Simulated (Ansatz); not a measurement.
**FH6Si3···H3Si···H···Cl: density, localisation and related maps**

Input

```
crystal:
  periodic: [false, false, false]
  atoms:
    - {symbol: Si, position_ang: [0.119070, 0.533059, 0.043153]}
    - {symbol: Si, position_ang: [1.746520, -1.437674, -0.403853]}
    - {symbol: Si, position_ang: [-1.150104, 1.074775, -1.838325]}
    - {symbol: Si, position_ang: [-0.577847, 0.614056, 2.268265]}
    - {symbol: F, position_ang: [1.523744, 1.358579, -0.060036]}
    - {symbol: H, position_ang: [0.035524, -1.203216, -0.139868]}
    - {symbol: Cl, position_ang: [-1.662368, -1.453962, 0.068363]}
    - {symbol: H, position_ang: [2.628006, -1.182655, 0.756029]}
    - {symbol: H, position_ang: [2.290346, -0.908605, -1.674298]}
    - {symbol: H, position_ang: [1.404491, -2.874980, -0.518818]}
    - {symbol: H, position_ang: [-1.043462, -0.033344, -2.818883]}
    - {symbol: H, position_ang: [-0.616893, 2.322934, -2.451852]}
    - {symbol: H, position_ang: [-2.554271, 1.284297, -1.413885]}
    - {symbol: H, position_ang: [0.143074, 1.711175, 2.972245]}
    - {symbol: H, position_ang: [-2.036430, 0.874208, 2.294415]}
    - {symbol: H, position_ang: [-0.249301, -0.678646, 2.917449]}
basis:
  gaussian: {orbitals: def2-TZVPP}
hamiltonian: {xc: pbe0, dispersion: d4}
output: {orbitals: {seedname: orbitals}}
```

Run with:

```sh
ansatz run in.yaml --threads 4 --pin off --events-out ev --progress --plain --max-ram 66560MiB --backend cuda --devices 0, --max-vram 37GiB
```

A transition-state structure; geometry: PBE0-D4/def2-TZVP.

Theory: Ansatz, RKS PBE0-D4/def2-TZVPP.

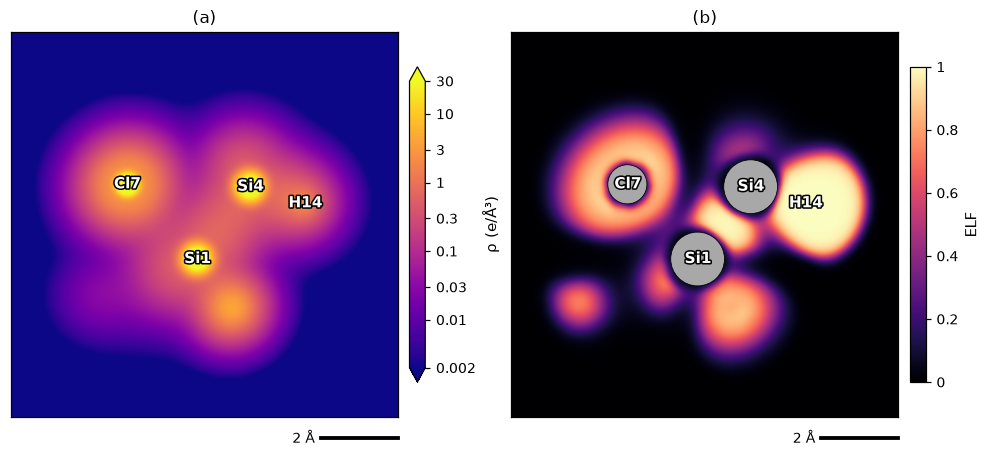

Figure 1. (a) total electron density; (b) electron localisation function on the plane of atoms Si1, Si4 and H14. Grey discs cover the atomic cores in the ELF map.

### Interpret the plot.

- The plane passes through Si, Cl and H nuclei.
- Si–Si (2.33 Å): the density is about 0.65 e/Å³ at the midpoint; the ELF peaks at about 1 between the atoms, as expected for a shared electron pair.
- Si–H (1.49 Å): ρ at the midpoint is about 0.8 e/Å³; the ELF climbs to about 1 towards the hydrogen, as it does in any bond to H.
- The ELF also peaks beside F5, away from the bonds: lone-pair regions.

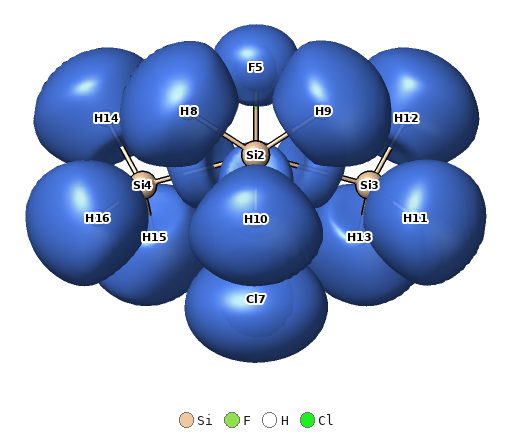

Figure 2. Isosurface of the ELF at 0.75 (blue), seen from one side. Core shells and regions of very low density are left out.

### Where are the electrons localised?

The ELF exceeds this value in two regions between bonded Si–Si atoms (shared pairs), nine regions around hydrogen nuclei, one region wrapped around Cl (its valence shell), one region wrapped around F (its valence shell) and one joined region spread over several atoms (H, Si), in which their bonds and any lone pairs are merged.


Si2···H6 (1.75 Å): the ELF climbs to about 1 towards the hydrogen. Cl7···H6 (1.73 Å): the ELF climbs to about 0.95 towards the hydrogen.

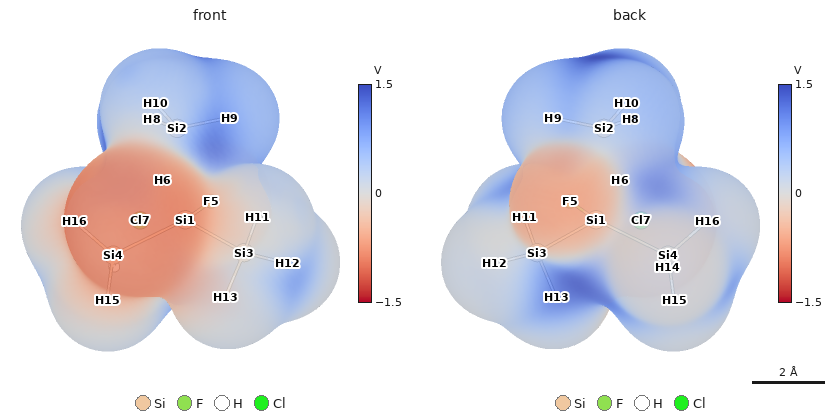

Figure 3. The molecular electrostatic potential painted on the density surface at 0.001 e/bohr³, seen from the front and from behind; the colour scale runs from red (negative) to blue (positive).

### Which sites attract a positive test charge, and which a negative one?

A positive charge is drawn to the negative regions and a negative charge to the positive ones. The most negative region (about −0.9 V, or −21 kcal/mol for a unit charge) lies over Cl7, the most positive (about +1.3 V, or +30 kcal/mol for a unit charge) over Si1 and Si2.
